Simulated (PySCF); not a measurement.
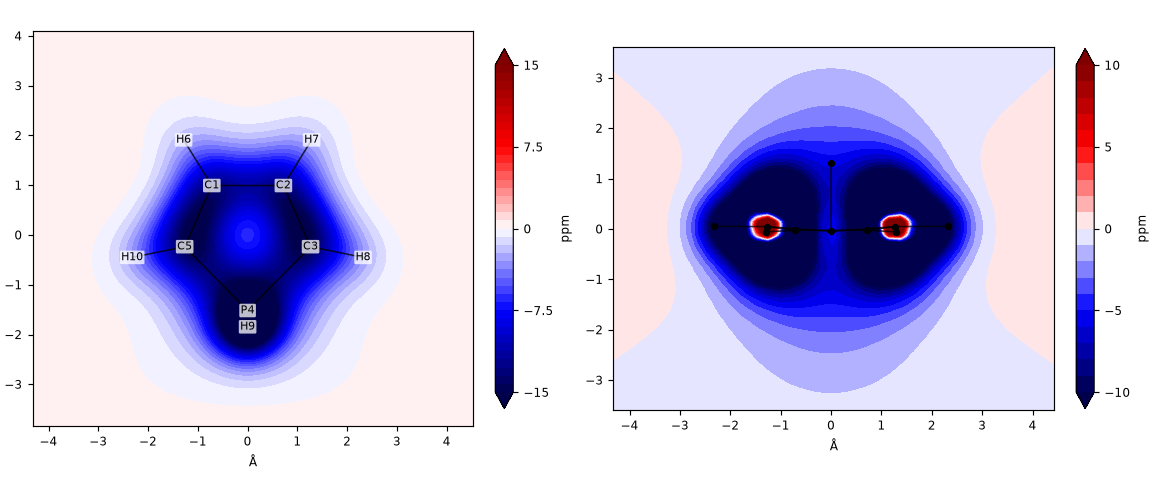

Figure. C₄H₅P, SMILES `c1cc[pH]c1`. Isotropic NICS 1.0 Å above the plane of the 5-membered ring C1/C2/C3/P4/C5 (left) and isotropic NICS in a plane perpendicular to the same ring (right); GIAO shieldings; atoms are projected onto the map; negative values mean shielding.

Computed with PySCF, PBE/def2-SVP, geometry: GFN2-xTB. No frequency check shows the geometry to be a minimum. GFN2-xTB bond lengths at metals and heavier atoms can be off by up to 0.1 Å and shapes distorted, which carries into these values.

> What does the map say about the ring?

It is moderately diatropic (aromatic): NICS(0) = −5.2, NICS(1) = −6.5 and −6.5, NICS(1)zz = −15.4 and −13.7 (two faces) ppm.

> What absolute proton shieldings does the same calculation give?

From 24.4 ppm (H6 and H7) to 26.9 ppm (H9).
